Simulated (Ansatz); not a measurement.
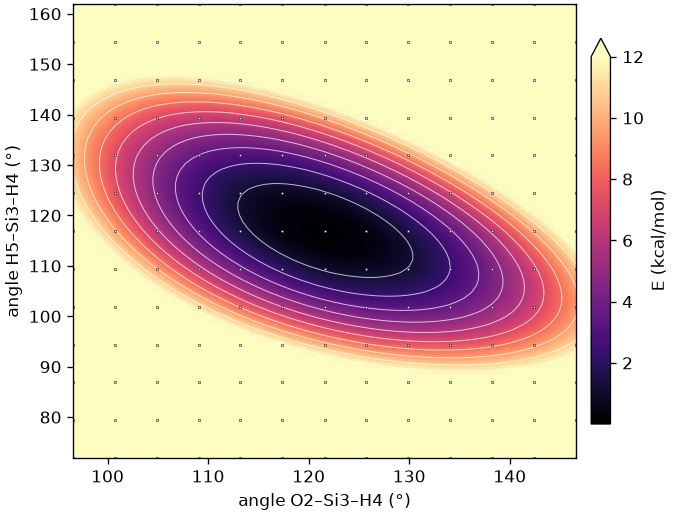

H₂NaOSi, SMILES [Na][O][SiH2+], charge +1. The first coordinate is: angle O2–Si3–H4; the second: angle H5–Si3–H4. Nothing is relaxed (all other coordinates rigid). Grid: 13 × 13 points; 163 points were computed and 6 follow by symmetry. Points are written as (first, second). Energies are in kcal/mol, from the relaxed molecule at the same level. Computed with RKS CAM-B3LYP-D4/def2-TZVP in Ansatz.

In the figure: a smooth colour map with a few white contour lines, dots at the grid points, one colour for all values above the top of the scale. Between grid points the surface is interpolated.

Where is the minimum, and how stiff is the well along each coordinate?

The interpolated minimum is at angle O2–Si3–H4 ≈ 121.6°, angle H5–Si3–H4 ≈ 116.9°. The curvatures there are about 6.3 eV/rad² and 5.5 eV/rad², with a cross term of about 3.1 eV/rad². Round the minimum the valley is somewhat tilted: raising angle O2–Si3–H4 shifts the best value of angle H5–Si3–H4 downwards (coupling k₁₂/√(k₁₁k₂₂) about 0.5). (1 eV is 23.1 kcal/mol.)
